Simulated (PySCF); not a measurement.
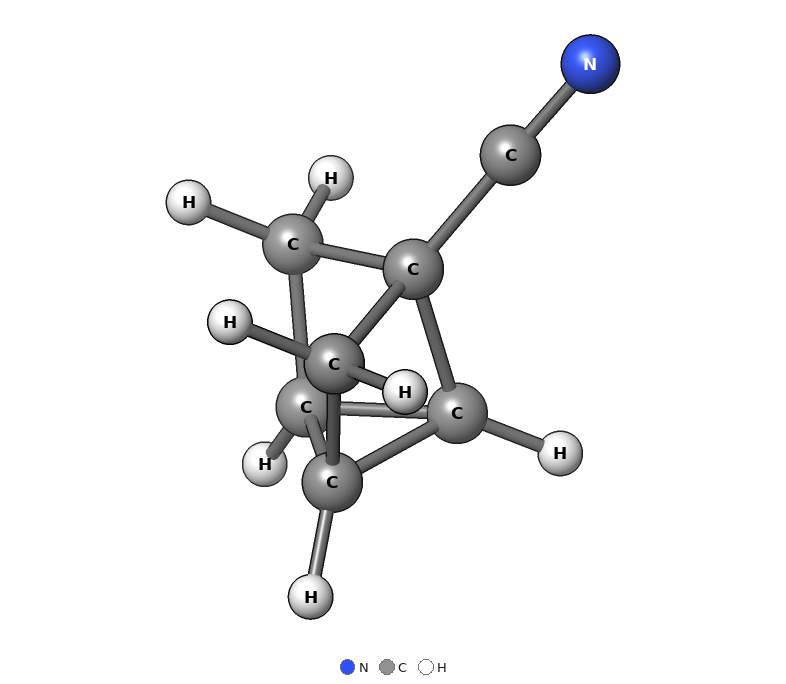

Every bond is drawn as one stick, whatever its order.

The geometry was computed by an optimisation with GFN2-xTB. No frequency run is at hand to confirm it as a minimum.

> Give the formula.

C7H7N, 15 atoms: 7 carbon, 7 hydrogen and 1 nitrogen.

> Write the SMILES.

N#C[C@]12C[C@@H]3[C@H](C1)[C@@H]32

> Describe its rings.

Independent rings (smallest set): 1 of 3 members, 2 of 4 members.

> How many bonds of each kind are drawn?

9 C–C, 7 C–H, 1 C–N.

The parts below concern this one geometry. Atoms keep their numbers from picture to picture.

**Symmetry**

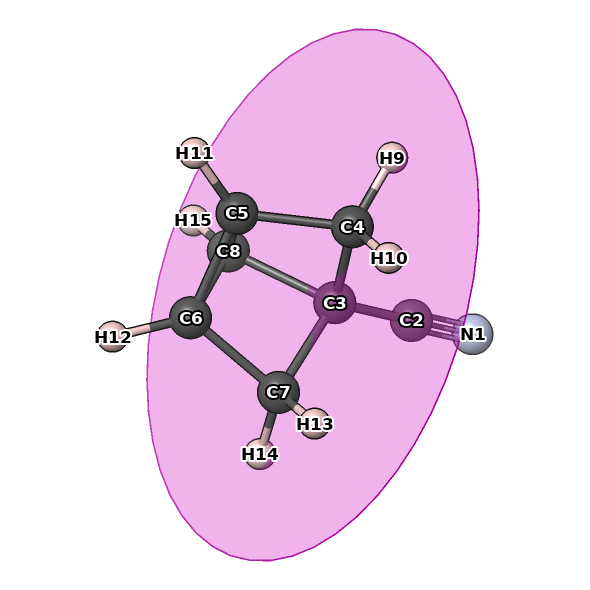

A disc through the centre of mass is drawn in. Distant atoms are faded towards the background colour. No frequency run is at hand to confirm it as a minimum.

> Is the plane of the disc a mirror plane of the structure?

No. The point group is Cs, with 1 mirror plane, and this plane isn't one of its mirror planes.

**Quadrupole coupling**

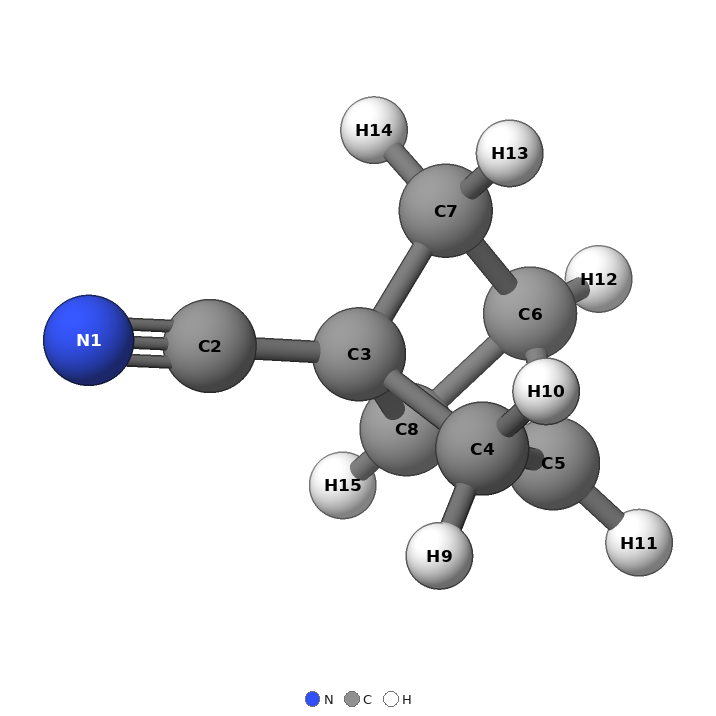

No frequency run is at hand to confirm it as a minimum. Electric field gradients from the ground-state density, B3LYP/pcJ-1 (PySCF 2.14.0), non-relativistic apart from any core potentials.

Give the largest field-gradient component, the quadrupole coupling constant and the asymmetry for 14N at N1 (Q = 20.44 mb).

```csv
atom,V_zz (a.u.),e²qQ/h (MHz),η
N1,−0.969,−4.65,0.05
```

**Dipole moment**

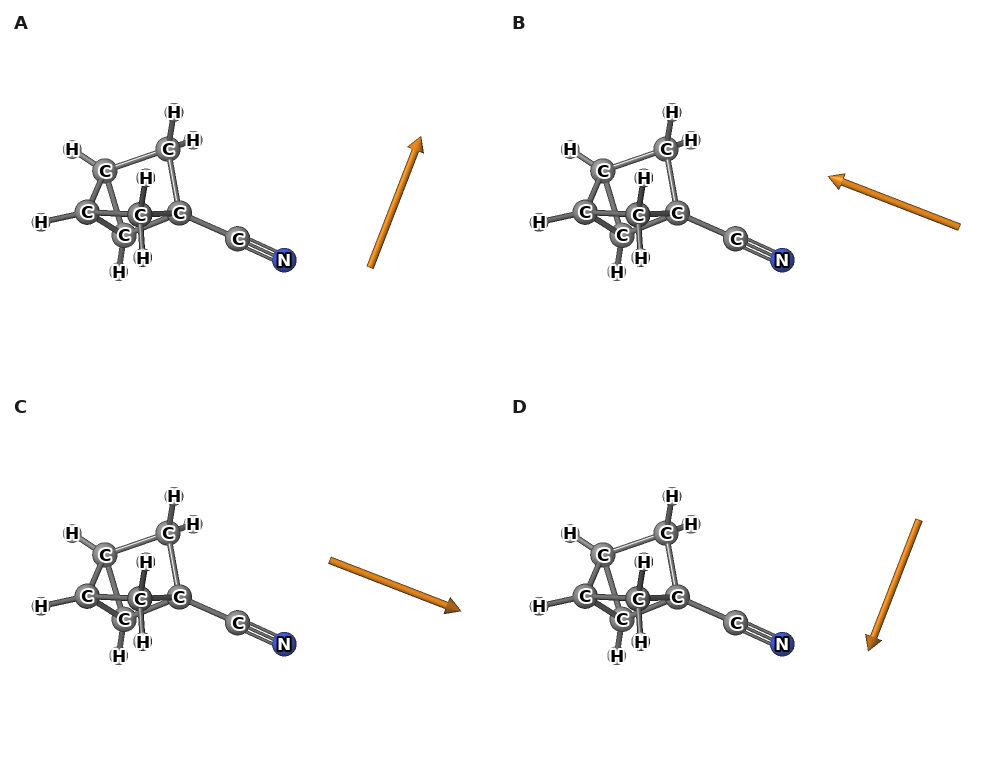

The same molecule four times, each with an arrow. No frequency run is at hand to confirm it as a minimum. Properties computed with B3LYP/pcJ-1, gas phase (PySCF 2.14.0).

> Which arrow points along the dipole moment, from the negative to the positive end?

B. The dipole moment is 4.36 D.

**Spin–spin coupling**

No frequency run is at hand to confirm it as a minimum. Method: B3LYP/pcJ-1 indirect spin-spin coupling, non-relativistic, gas phase (PySCF 2.14.0). Isotopes: 13C, 1H, 15N.

Give the spin–spin coupling constants of these pairs, with the number of bonds between them: N1/C3, N1/C4, N1/C7, N1/C8.

| pair | bonds apart | J (Hz) |
| --- | --- | --- |
| N1, C3 | 2 | 3.3 |
| N1, C4 | 3 | −0.7 |
| N1, C7 | 3 | −0.7 |
| N1, C8 | 3 | −1.0 |
